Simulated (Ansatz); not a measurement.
# Ligand exchange: BH(CH3)(SiH3) + C2H9SbSi → B(CH3)(SiH3)2 + C2H7Sb

Species: BH(CH3)(SiH3), singlet; C2H9SbSi `C[CH2][SbH][SiH3]`, singlet; B(CH3)(SiH3)2, singlet; C2H7Sb `C[CH2][SbH2]`, singlet. The partners trade H for SiH3: B–H and Sb–SiH3 bonds give way to B–SiH3 and Sb–H.

Shapes, held fixed at every level: PBE0-D4/def2-TZVP. Flexible molecules stand in one conformer, not always the lowest. Programs: Ansatz 0.2.0. The zero-point and thermal change to 298 K, harmonic and unscaled (PBE0-D4/def2-TZVP), is -4.7 kJ/mol.

| level | kind | ΔH(298 K) (kJ/mol) | less CCSD(T)/def2-TZVPP | CPU time (sum over the molecules) |
| --- | --- | --- | --- | --- |
| HF/def2-TZVPP | Hartree–Fock | +44.6 | +7.5 | – |
| SPW92/def2-TZVPP | LDA | +30.4 | -6.7 | 17 s |
| r2SCAN-D4/def2-TZVPP | meta-GGA | +37.2 | +0.1 | 55 s |
| B3LYP-D4/def2-TZVPP | global hybrid | +38.9 | +1.8 | 58 s |
| MP2/def2-SVP | perturbation theory | +38.8 | +1.7 | – |
| CCSD(T)/def2-SVP | coupled cluster or CI | +33.1 | -4.0 | 58 s |
| CCSD(T)/def2-TZVPP | coupled cluster or CI | +37.1 | 0.0 | 28 min |

The highest level, CCSD(T)/def2-TZVPP, gives ΔH(298 K) = +37.1 kJ/mol; the levels span +30.4 to +44.6. The column of differences is taken from that level and isn't an error. No measured value is set beside it here. For atoms past krypton def2 sets carry core potentials with scalar relativity. Outer-core shells of Sb are correlated, in sets that cover them unevenly. Times are processor times on shared x86 and Arm servers, and rough.

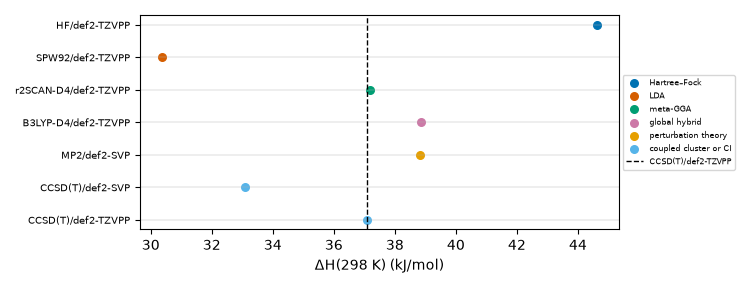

The values of the table, level by level.
